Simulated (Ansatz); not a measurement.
# SrO: thickness series

Start from SrO in the rock salt structure (space group Fm-3m, No. 225; a = 5.1602 Å). Axes: x, y, z lie along the cube axes.

Free-standing slabs (2 atom(s) a layer) normal to the z axis with 15 Å of vacuum; in-plane cell held at bulk.

Calculations: Ansatz (a first-principles code) r2SCAN, scalar-relativistic without spin-orbit coupling, earlier PAW set.

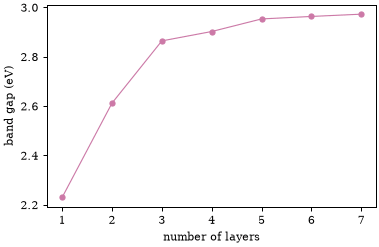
Band gap against number of layers

Task: From the plot, what is the band gap for 1 layer?

Result: About 2.23 eV.

Task: Is the trend monotonic over the range shown?

Result: Yes, it rises throughout, spanning 2.23 eV to 2.97 eV.

No phonon test of stability was made.
